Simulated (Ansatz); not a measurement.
## A computed series for PtSe2: response to strain

Start from PtSe2 in the CdI2 type structure (space group P-3m1, No. 164; a = 3.772 Å, c = 4.821 Å; layered; relaxed with 0.1 eV smearing). Axes: x lies along a and z along c of the hexagonal cell.

Strains are applied to the cell and any free atomic positions relax; under biaxial strain the out-of-plane vector relaxes too.

Method: Ansatz (an electronic-structure program) PBE-D3(BJ), no spin-orbit coupling.

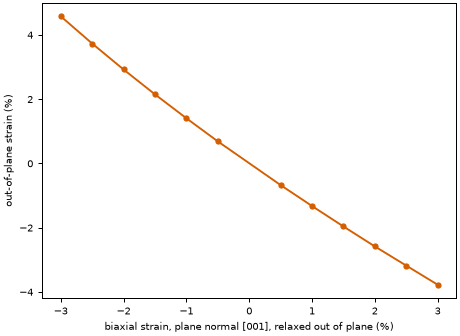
Figure: Out-of-plane strain against biaxial strain, plane normal [001], relaxed out of plane

Problem. From the plot, what is the out-of-plane strain for biaxial strain +1.00 %, plane normal [001], relaxed out of plane?

Solution. About -1.3 %.

Problem. Is the trend monotonic over the range shown?

Solution. Yes, it falls throughout, spanning -3.77 % to +4.58 %.

Whether these cells are dynamically stable was not tested. The final runs are not spin-polarised.
